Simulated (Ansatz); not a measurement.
## Run report: AlH2F3, molecular dynamics (part 3 of 3)

The same run, continued: AlH2F3; RKS B3LYP/def2-SVP (Ansatz 0.2.0). It belongs to a series of runs on one base structure; here: dynamics from the highest image of the converged band.

Geometry of the input (Å):
```
Al 0.0164  -0.3421  -0.0790
F  0.0191  -0.0428  1.7799
F  1.4430  0.1681  -0.7435
F  -1.4411  0.0995  -0.7256
H  0.0575  -1.8588  0.6386
H  0.0410  -1.1074  1.6008
```

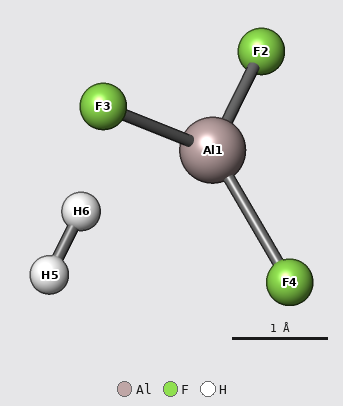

**Figure 1.** The geometry at step 113 of the log (ball-and-stick view, seen at a tilt; atoms are numbered from 1 in the order of the input).

## Trajectory as extended XYZ, continued
```
6
Properties=species:S:1:pos:R:3:forces:R:3 step=27 time_fs=13.5 energy=-14776.16256 temperature=62.0
Al    0.0050   -0.3595   -0.0625    0.2313   0.0602  -0.2809
F     0.0385   -0.0423    1.7773   -0.0462   0.4844   0.1963
F     1.4136    0.1806   -0.7406    0.0870  -0.0656   0.0058
F    -1.4160    0.1110   -0.7510   -0.2637  -0.0249  -0.0171
H     0.0569   -1.8744    0.6829   -0.0238   0.0925  -0.1675
H     0.0617   -1.0868    1.5881    0.0154  -0.5466   0.2634
6
Properties=species:S:1:pos:R:3:forces:R:3 step=33 time_fs=16.5 energy=-14776.16683 temperature=70.2
Al    0.0055   -0.3636   -0.0593   -0.0052   0.4236  -0.0526
F     0.0419   -0.0392    1.7786    0.0140  -0.2530   0.0180
F     1.4074    0.1826   -0.7398    0.1826  -0.0873  -0.0353
F    -1.4140    0.1136   -0.7575   -0.1496  -0.1063   0.0417
H     0.0421   -1.8612    0.6667    0.0507  -0.1960   0.1311
H     0.0798   -1.1374    1.6011   -0.0925   0.2189  -0.1030
6
Properties=species:S:1:pos:R:3:forces:R:3 step=40 time_fs=20.0 energy=-14776.14478 temperature=27.8
Al    0.0060   -0.3666   -0.0558   -0.2388   0.6353   0.1255
F     0.0460   -0.0370    1.7802    0.0451  -0.6002  -0.1331
F     1.4013    0.1845   -0.7392    0.2778  -0.1043  -0.0747
F    -1.4127    0.1161   -0.7647   -0.0183  -0.1933   0.1176
H     0.0304   -1.8660    0.6624    0.1016  -0.2484   0.3243
H     0.0907   -1.1746    1.6044   -0.1673   0.5108  -0.3595
6
Properties=species:S:1:pos:R:3:forces:R:3 step=47 time_fs=23.5 energy=-14776.16348 temperature=63.7
Al    0.0056   -0.3670   -0.0518   -0.3504   0.5615   0.0493
F     0.0503   -0.0382    1.7810    0.0028  -0.2771  -0.2195
F     1.3968    0.1857   -0.7390    0.3129  -0.1250  -0.0822
F    -1.4114    0.1173   -0.7712    0.0714  -0.2576   0.1857
H     0.0299   -1.8953    0.6923    0.0790   0.1301   0.1509
H     0.0833   -1.1603    1.5712   -0.1157  -0.0318  -0.0842
6
Properties=species:S:1:pos:R:3:forces:R:3 step=53 time_fs=26.5 energy=-14776.15704 temperature=51.5
Al    0.0040   -0.3653   -0.0482   -0.3081   0.5895  -0.0178
F     0.0540   -0.0406    1.7807   -0.0647   0.1715  -0.2593
F     1.3945    0.1862   -0.7392    0.2889  -0.1664  -0.0738
F    -1.4100    0.1171   -0.7758    0.0893  -0.3012   0.2106
H     0.0367   -1.9112    0.7326    0.0137   0.3271  -0.0721
H     0.0661   -1.1487    1.5335   -0.0191  -0.6205   0.2125
6
Properties=species:S:1:pos:R:3:forces:R:3 step=60 time_fs=30.0 energy=-14776.18810 temperature=111.5
Al    0.0009   -0.3608   -0.0438   -0.1175   0.9358   0.4256
F     0.0579   -0.0425    1.7787   -0.1444   0.3840  -0.4250
F     1.3935    0.1856   -0.7399    0.2182  -0.2695  -0.0745
F    -1.4079    0.1151   -0.7801    0.0359  -0.3648   0.1755
H     0.0457   -1.8992    0.7724   -0.0671  -0.0194  -0.1613
H     0.0444   -1.1992    1.5090    0.0750  -0.6662   0.0597
6
Properties=species:S:1:pos:R:3:forces:R:3 step=67 time_fs=33.5 energy=-14776.26703 temperature=264.3
Al   -0.0026   -0.3521   -0.0375    0.1259   1.4908   1.3553
F     0.0610   -0.0420    1.7739   -0.1988   0.4711  -0.8338
F     1.3938    0.1834   -0.7411    0.1269  -0.4242  -0.0903
F    -1.4056    0.1109   -0.7833   -0.0622  -0.4522   0.0893
H     0.0473   -1.8942    0.7933   -0.0929  -0.7997  -0.2595
H     0.0308   -1.3236    1.4894    0.1010  -0.2859  -0.2611
6
Properties=species:S:1:pos:R:3:forces:R:3 step=73 time_fs=36.5 energy=-14776.41653 temperature=553.6
Al   -0.0053   -0.3396   -0.0274    0.3067   1.7966   2.0276
F     0.0626   -0.0394    1.7657   -0.2176   0.3675  -1.3149
F     1.3947    0.1795   -0.7426    0.0463  -0.5461  -0.0952
F    -1.4039    0.1050   -0.7856   -0.1325  -0.5196   0.0226
H     0.0404   -1.9577    0.7866   -0.0699  -1.0174  -0.4271
H     0.0282   -1.4595    1.4523    0.0669  -0.0809  -0.2130
6
Properties=species:S:1:pos:R:3:forces:R:3 step=80 time_fs=40.0 energy=-14776.71808 temperature=1136.3
Al   -0.0071   -0.3178   -0.0076    0.4143   1.8084   2.1524
F     0.0633   -0.0344    1.7486   -0.2211   0.0119  -1.5909
F     1.3960    0.1717   -0.7448   -0.0470  -0.6245  -0.0676
F    -1.4027    0.0952   -0.7881   -0.1342  -0.5659   0.0126
H     0.0249   -2.1308    0.7393   -0.0336  -0.2523  -0.0457
H     0.0322   -1.6327    1.3812    0.0216  -0.3776  -0.4607
6
Properties=species:S:1:pos:R:3:forces:R:3 step=87 time_fs=43.5 energy=-14777.00565 temperature=1692.1
Al   -0.0072   -0.2880    0.0213    0.3660   1.7019   1.3648
F     0.0626   -0.0292    1.7220   -0.2013  -0.2015  -1.1469
F     1.3970    0.1601   -0.7474   -0.1432  -0.6496  -0.0049
F    -1.4022    0.0818   -0.7905   -0.0112  -0.5992   0.0996
H     0.0054   -2.3420    0.6773   -0.0163  -0.1704  -0.4137
H     0.0389   -1.8431    1.2660    0.0060  -0.0812   0.1011
6
Properties=species:S:1:pos:R:3:forces:R:3 step=93 time_fs=46.5 energy=-14777.14405 temperature=1959.5
Al   -0.0060   -0.2567    0.0507    0.2121   1.3940  -0.2510
F     0.0610   -0.0256    1.6936   -0.1523  -0.2196   0.1122
F     1.3972    0.1469   -0.7497   -0.2169  -0.6164   0.0796
F    -1.4019    0.0674   -0.7920    0.1616  -0.5897   0.2447
H    -0.0130   -2.5363    0.5921   -0.0070   0.0704  -0.3140
H     0.0454   -2.0354    1.1690    0.0026  -0.0387   0.1286
6
Properties=species:S:1:pos:R:3:forces:R:3 step=100 time_fs=50.0 energy=-14777.12018 temperature=1913.7
Al   -0.0038   -0.2145    0.0834   -0.0234   0.9311  -2.8812
F     0.0583   -0.0227    1.6621   -0.0656  -0.0707   2.3897
F     1.3961    0.1281   -0.7519   -0.2490  -0.5308   0.1632
F    -1.4005    0.0472   -0.7924    0.3371  -0.5311   0.4128
H    -0.0342   -2.7509    0.4652    0.0314   0.3725   0.0512
H     0.0523   -2.2686    1.0634   -0.0306  -0.1710  -0.1358
6
Properties=species:S:1:pos:R:3:forces:R:3 step=107 time_fs=53.5 energy=-14777.01181 temperature=1704.9
Al   -0.0017   -0.1683    0.1037   -0.2063   0.5498  -4.8430
F     0.0552   -0.0202    1.6453    0.0025   0.0421   4.2642
F     1.3936    0.1059   -0.7531   -0.1381  -0.3966   0.1477
F    -1.3971    0.0237   -0.7902    0.3394  -0.4156   0.4555
H    -0.0538   -2.9311    0.3326   -0.0393   0.0321  -0.3036
H     0.0575   -2.5138    0.9531    0.0417   0.1882   0.2792
6
Properties=species:S:1:pos:R:3:forces:R:3 step=113 time_fs=56.5 energy=-14777.03449 temperature=1748.7
Al   -0.0005   -0.1266    0.1049   -0.2457   0.3466  -4.4633
F     0.0525   -0.0179    1.6509   -0.0003  -0.0025   4.1464
F     1.3908    0.0849   -0.7534    0.1298  -0.2480   0.0010
F    -1.3926    0.0016   -0.7862    0.1141  -0.2793   0.3152
H    -0.0722   -3.0762    0.2007    0.0827   0.3610   0.3691
H     0.0639   -2.7131    0.8742   -0.0806  -0.1778  -0.3684
6
Properties=species:S:1:pos:R:3:forces:R:3 step=120 time_fs=60.0 energy=-14777.17005 temperature=2010.2
Al   -0.0001   -0.0767    0.0894   -0.1471   0.1689  -1.7536
F     0.0494   -0.0153    1.6802   -0.0580  -0.0896   2.0618
F     1.3885    0.0591   -0.7539    0.5948  -0.0814  -0.2881
F    -1.3870   -0.0259   -0.7798   -0.3904  -0.1286  -0.0299
H    -0.0882   -3.2158    0.0696   -0.0697  -0.0244  -0.3245
H     0.0660   -2.9559    0.7593    0.0705   0.1551   0.3343
6
Properties=species:S:1:pos:R:3:forces:R:3 step=127 time_fs=63.5 energy=-14777.19147 temperature=2051.7
Al   -0.0003   -0.0260    0.0662    0.0447  -0.0774   1.2492
F     0.0458   -0.0132    1.7222   -0.1086  -0.0314  -0.3305
F     1.3898    0.0327   -0.7562    0.9869   0.0396  -0.5353
F    -1.3837   -0.0542   -0.7736   -0.9224  -0.0250  -0.3916
H    -0.1072   -3.3489   -0.0764    0.0983   0.1464   0.4070
H     0.0713   -3.1896    0.6605   -0.0989  -0.0523  -0.3988
6
Properties=species:S:1:pos:R:3:forces:R:3 step=133 time_fs=66.5 energy=-14777.10892 temperature=1892.2
Al   -0.0004    0.0173    0.0500    0.2081  -0.3217   2.8253
F     0.0423   -0.0115    1.7574   -0.1244   0.1130  -1.7473
F     1.3956    0.0102   -0.7607    1.0196   0.1069  -0.5610
F    -1.3853   -0.0786   -0.7701   -1.1018   0.0323  -0.5219
H    -0.1180   -3.4532   -0.1793   -0.0179   0.0318  -0.0617
H     0.0703   -3.3907    0.5542    0.0164   0.0377   0.0666
6
Properties=species:S:1:pos:R:3:forces:R:3 step=140 time_fs=70.0 energy=-14776.99840 temperature=1678.6
Al    0.0004    0.0663    0.0423    0.2985  -0.6950   3.2658
F     0.0375   -0.0089    1.7883   -0.1152   0.3114  -2.5966
F     1.4081   -0.0153   -0.7691    0.6002   0.1994  -0.3183
F    -1.3932   -0.1068   -0.7689   -0.7813   0.1351  -0.3527
H    -0.1318   -3.5696   -0.3023    0.0303   0.0131   0.1224
H     0.0702   -3.6231    0.4337   -0.0325   0.0361  -0.1206
6
Properties=species:S:1:pos:R:3:forces:R:3 step=147 time_fs=73.5 energy=-14776.92517 temperature=1536.9
Al    0.0024    0.1122    0.0485    0.2533  -1.2049   2.5995
F     0.0319   -0.0043    1.8034   -0.0869   0.4852  -2.7953
F     1.4241   -0.0396   -0.7793   -0.1316   0.3528   0.1209
F    -1.4058   -0.1341   -0.7697   -0.0324   0.3322   0.0742
H    -0.1429   -3.6861   -0.4148    0.0364  -0.0172   0.1374
H     0.0670   -3.8496    0.3029   -0.0389   0.0518  -0.1367
6
Properties=species:S:1:pos:R:3:forces:R:3 step=153 time_fs=76.5 energy=-14776.87458 temperature=1439.1
Al    0.0050    0.1475    0.0629    0.1556  -1.6945   1.5290
F     0.0267    0.0020    1.8027   -0.0541   0.5886  -2.5494
F     1.4373   -0.0587   -0.7875   -0.7722   0.5243   0.5289
F    -1.4169   -0.1560   -0.7701    0.6732   0.5560   0.4910
H    -0.1494   -3.7858   -0.4993   -0.0699   0.0905  -0.2131
H     0.0611   -4.0405    0.1790    0.0674  -0.0649   0.2135
6
Properties=species:S:1:pos:R:3:forces:R:3 step=160 time_fs=80.0 energy=-14776.80933 temperature=1312.9
Al    0.0087    0.1816    0.0856    0.0371  -2.1855  -0.0252
F     0.0204    0.0127    1.7875   -0.0127   0.6322  -1.7839
F     1.4482   -0.0779   -0.7940   -1.3333   0.7243   0.9220
F    -1.4259   -0.1781   -0.7677    1.3114   0.8109   0.8866
H    -0.1596   -3.8995   -0.6057    0.1183  -0.1968   0.3649
H     0.0566   -4.2632    0.0422   -0.1207   0.2149  -0.3644
6
Properties=species:S:1:pos:R:3:forces:R:3 step=167 time_fs=83.5 energy=-14776.74503 temperature=1188.6
Al    0.0125    0.2063    0.1081   -0.0546  -2.4568  -1.7369
F     0.0139    0.0274    1.7614    0.0233   0.5800  -0.5141
F     1.4509   -0.0926   -0.7948   -1.6020   0.8719   1.1494
F    -1.4268   -0.1953   -0.7599    1.6353   0.9920   1.1011
H    -0.1621   -4.0251   -0.6872   -0.0982   0.2129  -0.2624
H     0.0441   -4.4718   -0.1193    0.0961  -0.2000   0.2628
6
Properties=species:S:1:pos:R:3:forces:R:3 step=173 time_fs=86.5 energy=-14776.70495 temperature=1111.2
Al    0.0156    0.2189    0.1216   -0.1059  -2.4782  -3.0685
F     0.0085    0.0427    1.7363    0.0432   0.4858   0.7908
F     1.4455   -0.1009   -0.7900   -1.5732   0.9278   1.1714
F    -1.4197   -0.2052   -0.7478    1.6377   1.0549   1.1060
H    -0.1685   -4.1239   -0.7680    0.1179  -0.3073   0.3042
H     0.0373   -4.6582   -0.2469   -0.1196   0.3171  -0.3038
6
Properties=species:S:1:pos:R:3:forces:R:3 step=180 time_fs=90.0 energy=-14776.72805 temperature=1155.9
Al    0.0188    0.2237    0.1250   -0.1404  -2.2890  -3.7855
F     0.0024    0.0635    1.7118    0.0551   0.4062   1.9767
F     1.4303   -0.1054   -0.7777   -1.1933   0.8848   0.9452
F    -1.4021   -0.2107   -0.7275    1.2799   0.9909   0.8635
H    -0.1678   -4.2606   -0.8416   -0.0685   0.2124  -0.1509
H     0.0213   -4.8532   -0.4163    0.0672  -0.2054   0.1510
6
Properties=species:S:1:pos:R:3:forces:R:3 step=187 time_fs=93.5 energy=-14776.83028 temperature=1353.2
Al    0.0214    0.2185    0.1124   -0.1559  -1.8852  -2.8195
F    -0.0033    0.0868    1.6991    0.0710   0.4324   2.1216
F     1.4078   -0.1043   -0.7596   -0.3515   0.7026   0.3923
F    -1.3768   -0.2101   -0.7020    0.4375   0.7452   0.3057
H    -0.1699   -4.3881   -0.9202    0.0753  -0.2881   0.1456
H     0.0077   -5.0566   -0.5806   -0.0764   0.2931  -0.1457
6
Properties=species:S:1:pos:R:3:forces:R:3 step=193 time_fs=96.5 energy=-14776.89142 temperature=1471.0
Al    0.0231    0.2075    0.0918   -0.1429  -1.3255  -0.6790
F    -0.0078    0.1090    1.6984    0.0986   0.4974   1.4243
F     1.3868   -0.1000   -0.7422    0.7702   0.4405  -0.3306
F    -1.3529   -0.2059   -0.6785   -0.7251   0.3841  -0.4144
H    -0.1679   -4.5130   -0.9809    0.0150  -0.0719   0.0240
H    -0.0077   -5.2149   -0.7281   -0.0158   0.0755  -0.0243
6
Properties=species:S:1:pos:R:3:forces:R:3 step=200 time_fs=100.0 energy=-14776.81007 temperature=1314.0
Al    0.0246    0.1894    0.0658   -0.0567  -0.5017   2.2956
F    -0.0126    0.1377    1.7054    0.1397   0.5222   0.3144
F     1.3672   -0.0925   -0.7240    2.2885   0.0963  -1.2586
F    -1.3298   -0.1990   -0.6539   -2.3708  -0.1189  -1.3510
H    -0.1645   -4.6623   -1.0490   -0.0060   0.0227  -0.0070
H    -0.0269   -5.3955   -0.9031    0.0053  -0.0207   0.0066
```

## Key numbers

```csv
quantity,value
outcome,finished
mean temperature over the second half,1553 K
trajectory,"200 steps, 100 fs"
ensemble,nve
temperature in the input,100.0 K
time step,0.5 fs
potential energy (last step),−14776.8103 eV
mean-field energy (last step),−14776.8103 eV
largest force (length of the vector) (last step),2.731 eV/Å
wall time,1.8 min (CPU time 3.3 min)
peak memory,0.14 GiB
```

So short a trajectory is not equilibrated.
